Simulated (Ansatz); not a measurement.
Mo$_{2}$P$_{2}$

```yaml
atoms:
  - { symbol: Mo, position_ang: [0.0064, -1.0550, -0.0316] }
  - { symbol: Mo, position_ang: [-0.0064, 1.0550, 0.0317] }
  - { symbol: P, position_ang: [2.1130, -0.4902, -0.0660] }
  - { symbol: P, position_ang: [-2.1130, 0.4902, 0.0659] }
```

Geometry: r2SCAN-D4/def2-SVP; core potentials replace the inner electrons of Mo.

These are results of RKS PBE0-D4/def2-TZVP (Ansatz 0.2.0), not measurements.

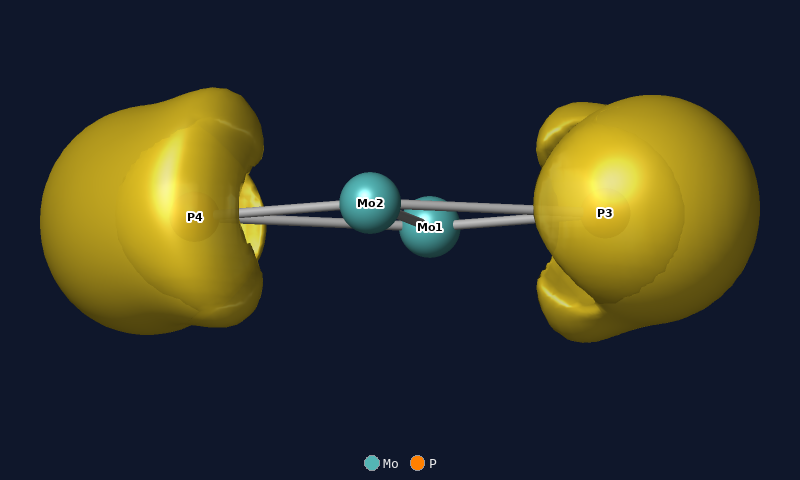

Figure 1. Isosurface of the electron localisation function at 0.75 (yellow), seen from one side. Core shells and regions of very low density are left out.

> Describe the localisation domains.

The surface consists of two regions wrapped around P (the valence shell of each). Profiles from the grid: Mo–Mo (2.11 Å): the ELF is about 0.40 at the midpoint. Mo–P (2.18 Å): the ELF peaks at about 0.60 in the valence shell of P, 0.9 Å from its nucleus, and is about 0.45 at the midpoint.

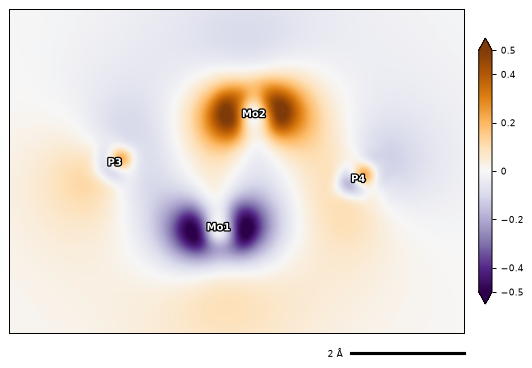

Figure 2. One frontier orbital on the molecular plane (values in Å⁻³ᐟ²; the overall sign is arbitrary).

> Which orbital is it: HOMO or LUMO?

The LUMO, at −3.03 eV. Its weight (Hirshfeld) is mainly on Mo1 (about 45 %), Mo2 (about 45 %), P3 (about 5 %) and P4 (about 5 %); it is ungerade (odd under inversion).

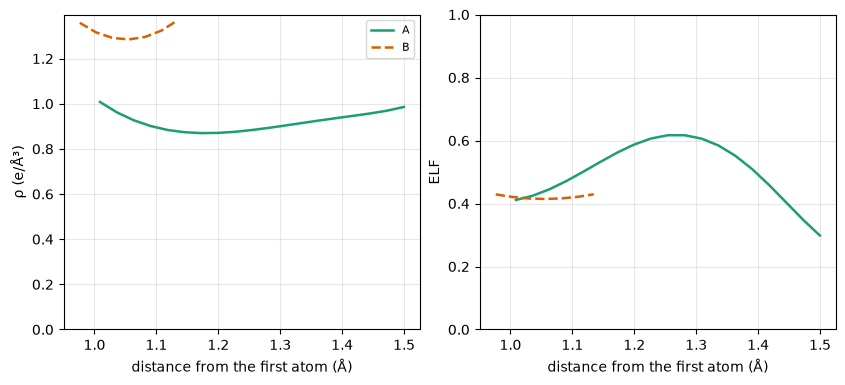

Figure 3. Electron density and electron localisation function along straight lines between neighbouring atoms. The curves leave out the atomic cores.

> Which curve belongs to which contact (Mo–Mo and Mo–P)? The first atom named is at distance zero.

Curve A: Mo–P (2.18 Å): the density is about 0.9 e/Å³ at the midpoint; the ELF peaks at about 0.60 in the valence shell of P, 0.9 Å from its nucleus, and is about 0.45 at the midpoint. Curve B: Mo–Mo (2.11 Å): ρ at the midpoint is about 1.3 e/Å³; the ELF is about 0.40 at the midpoint.

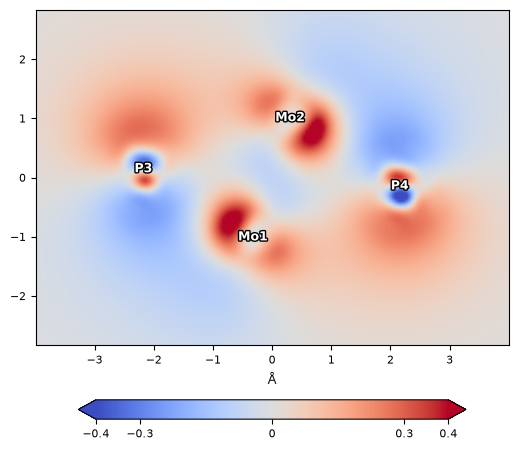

Figure 4. The HOMO on the molecular plane (values in Å⁻³ᐟ²; the overall sign is arbitrary).

> Describe this orbital and give its energy.

By Hirshfeld shares it lies mainly on Mo1 (about 25 %), Mo2 (about 25 %), P3 (about 25 %) and P4 (about 25 %); it is symmetric in the molecular plane (an in-plane orbital: σ, lone-pair or in-plane π type); it is gerade (even under inversion). Its energy is −5.73 eV.
